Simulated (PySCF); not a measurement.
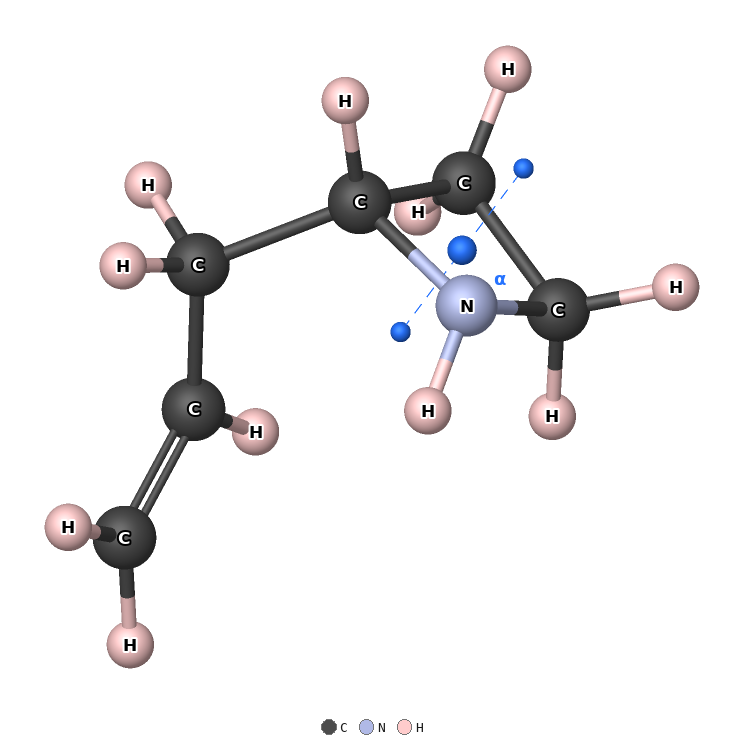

The small points mark where nucleus-independent chemical shifts (NICS) were computed: at the centre of each lettered ring and 1 Å above and below it. Geometry: a frame of a GFN2-xTB molecular-dynamics simulation, not a minimum. Method: GIAO PBE0/pcSseg-1 NMR shielding, non-relativistic, gas phase (PySCF 2.14.0).

Give NICS(0), NICS(1) and the out-of-plane component NICS(1)zz for each ring (means of the two sides).

```tsv
ring	members	NICS(0)	NICS(1)	NICS(1)zz
α	C3N	−0.2	0.5	1.8
```

Values in ppm.
